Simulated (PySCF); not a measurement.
# C$_{2}$H$_{6}$Al, charge +1, SMILES `C[Al+]C`: electronic structure

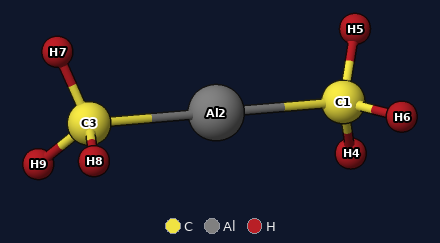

The molecule, with its atoms numbered as below. No frequency check shows the geometry to be a minimum.

Geometry (Å), atoms numbered from 1:

```
C1      -1.9611    0.0005    0.0001
Al2     -0.0000   -0.0006    0.0000
C3       1.9611    0.0005    0.0001
H4      -2.3613    0.4779   -0.9094
H5      -2.3612   -1.0260    0.0409
H6      -2.3612    0.5489    0.8681
H7       2.3613   -0.9781    0.3121
H8       2.3613    0.7600    0.6910
H9       2.3613    0.2191   -1.0037
```

Part 1: Bonding charge

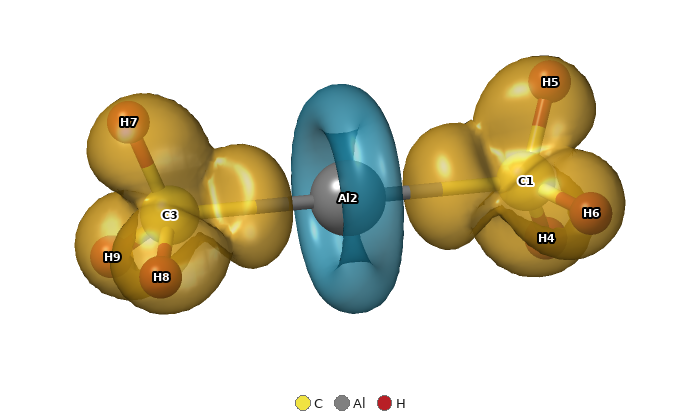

Deformation density (molecule less spherical, spin-averaged free atoms at the same positions), surfaces at ±0.07 e/Å³; yellow: gain, teal: loss.

Level of theory: LDA (SVWN)/aug-cc-pVDZ (PySCF), at a geometry from GFN2-xTB.

**Describe the bonding that the map shows.**

C3–H8, C1–H6, C1–H4, C3–H7 and 2 more like them: +0.60 e/Å³ at the bond critical point (bond length 1.10 Å). C1–Al2 and Al2–C3: +0.14 e/Å³ at the bond critical point (bond length 1.96 Å). In all, 1.7 electrons gather in the regions of gain relative to the promolecule of neutral atoms (the regions of loss give up this much and the cation's charge besides). A small or negative value marks a very polar bond, one between electron-rich atoms, whose free-atom densities already overlap strongly, a long bond to a heavier atom, or a closed-shell contact such as a hydrogen bond.

**Where do the Hirshfeld charges lie?**

The highest Hirshfeld charge is on Al2 (+0.88 e), the lowest on C1 and C3 (−0.21 e).

```tsv
atom	charge (e)
C1	−0.21
Al2	+0.88
C3	−0.21
H4	+0.09
H5	+0.09
H6	+0.09
H7	+0.09
H8	+0.09
H9	+0.09
```

Part 2: Bond critical points

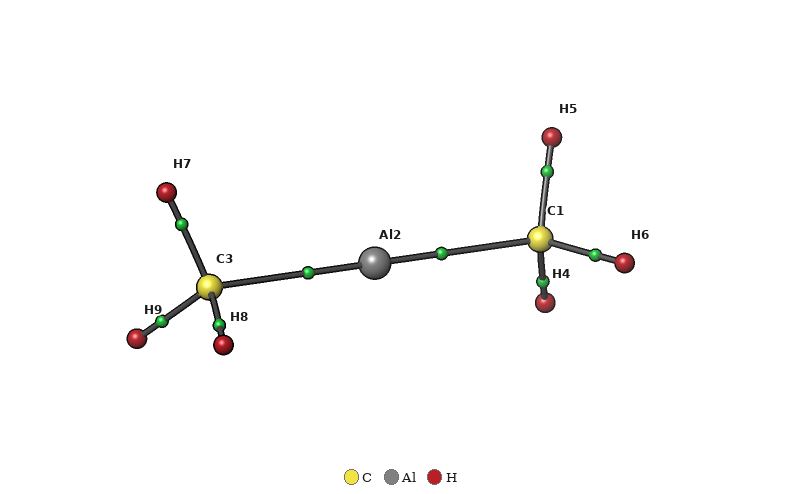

Molecular graph of the electron density (QTAIM): bond paths, bond critical points (green), ring points (magenta, if any); weak paths are dashed.

**How many critical points of each kind are there, and does the count close?**

9 nuclei, 8 bond, 0 ring and 0 cage critical points: 9 − 8 + 0 − 0 = 1, as the Poincaré–Hopf relation requires.

**Give the properties at the bond critical points.**

| bond | length (Å) | ρ (a.u.) | ∇²ρ (a.u.) | ε | H (a.u.) |
| --- | --- | --- | --- | --- | --- |
| C3–H8 (6 alike) | 1.102 | 0.257 | −0.92 | 0.02 | −0.270 |
| C1–Al2 (2 alike) | 1.961 | 0.082 | +0.26 | 0.00 | −0.024 |

**What kind of interaction is C3–H8?**

Shared-shell (covalent): ρ = 0.257, ∇²ρ = −0.92, H = −0.270 a.u.

Part 3: Local ionisation energy

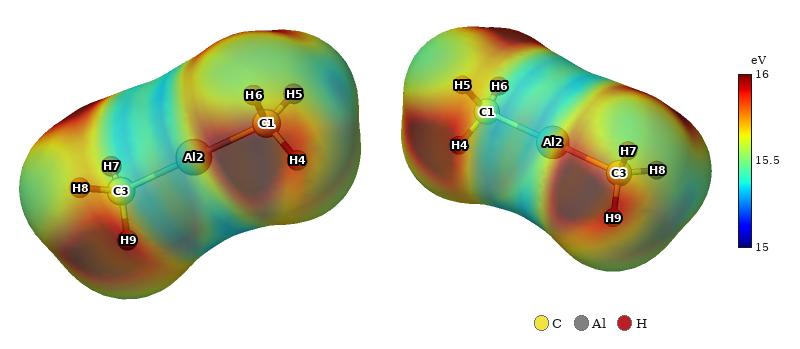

Average local ionisation energy on the surface of electron density 0.001 a.u. (back view left, front view right).

**Locate the minima of the map.**

The lowest value is 15.3 eV, near H6 (1.73 Å) and H4 (1.93 Å), over C1 (2.0 Å), and at like points elsewhere. Further minima include 15.3 eV, about equally far (2.0 Å) from Al2 and H8, over C3 (2.4 Å), and at like points elsewhere. For comparison, the highest occupied orbital lies at −13.0 eV.

**What volume does the surface enclose?**

About 93 Å³.

Part 4: Excited states

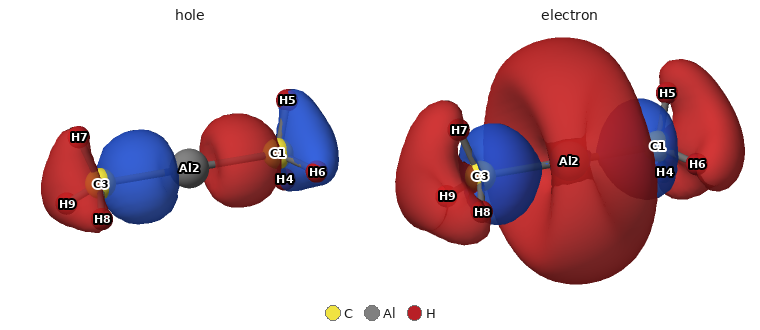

Leading natural transition orbital pair of S₃ (full linear response singlet states); the surfaces enclose about 70 % of each orbital's density.

Method: PBE/6-311+G**; geometry: GFN2-xTB; program: PySCF.

**Where does the state lie, and where do hole and electron sit?**

6.70 eV (185 nm), f = 0.365 (bright); the leading pair carries 86 %; hole on C1 and C3 (28 % each) and Al2 (19 %), electron on Al2 (52 %) and C1 and C3 (15 % each); their centroids lie 0.0 Å apart. In canonical orbitals it is mainly HOMO → LUMO+2 (84 %). The HOMO–LUMO gap is 5.45 eV.

Part 5: In an electric field

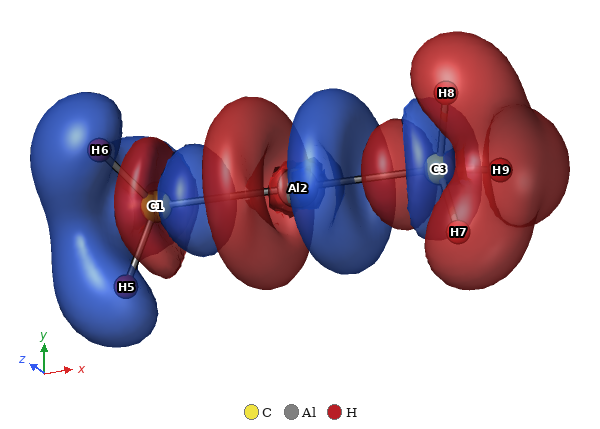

Change of the electron density in a uniform field of 0.41 V/Å, surfaces at ±0.003 e/Å³ (red: gain, blue: loss).

PySCF calculation, TPSS/cc-pVDZ, gas phase; geometry: GFN2-xTB. A basis without diffuse functions makes polarisabilities too small.

**Along which Cartesian direction does the field point?**

Along −x: electrons gather on the +x side, against the field.

**How large is the response?**

The induced dipole is 1.33 D (along the field); α along this axis, from the fields in both directions, is 65 bohr³ (9.7 Å³).

**Which atoms gain and lose the most charge?**

Electrons gather most on C3 (Hirshfeld charge changes by −0.015 e) and leave C1 most (+0.016 e); 0.107 electrons are displaced in all.

Part 6: Removing or adding an electron

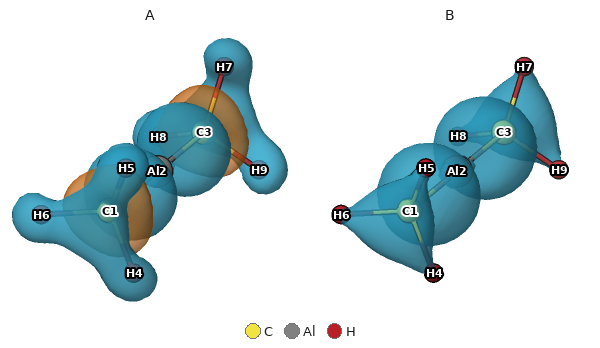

The Fukui function f⁻ from two separate SCF calculations and the density of the HOMO, at ±0.04 e/Å³ (light blue positive, orange negative).

PySCF calculation, TPSSh/cc-pVDZ, gas phase; geometry: GFN2-xTB.

**Which panel is which, and how good is the frozen-orbital picture?**

A is f⁻ (it has negative regions), B the HOMO density. The HOMO lies on C1 and C3 (29 % each) and Al2 (23 %); f⁻ (Hirshfeld-condensed) is largest on Al2 (0.25) and C1 and C3 (0.17 each); the vertical ionisation energy is 16.16 eV. Relaxation shifts 24 % of the electron between atoms. The orbital energy is −13.40 eV.

Part 7: Localised orbitals

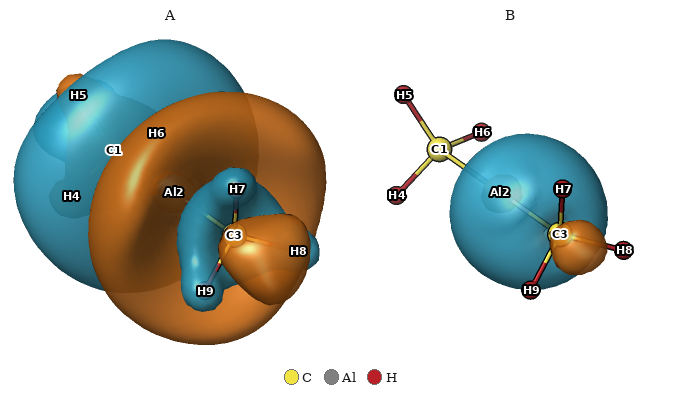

Intrinsic bond orbitals (IBO), occupied and valence-virtual; each surface holds about 80 % of the orbital's density. Energies are diagonal elements of the Fock matrix.

Computed with PySCF, TPSSh/def2-TZVP, geometry: GFN2-xTB.

**Identify each orbital.**

By panel:
- A: σ* orbital Al2–C1, mostly on Al2 (Al2 71 %, C1 14 %, C3 14 %; 3.2 eV)
- B: σ bond C3–Al2 (C3 62 %, Al2 38 %; −16.2 eV)

**How do all the valence pairs divide up?**

8 pairs: 8 σ bonds.

The PySCF runs shown took 5.4 s, 25 s, 16 s, 87 s and 9.3 s on 1 thread of AMD EPYC 9R14 (Zen 4), with other jobs on the host.
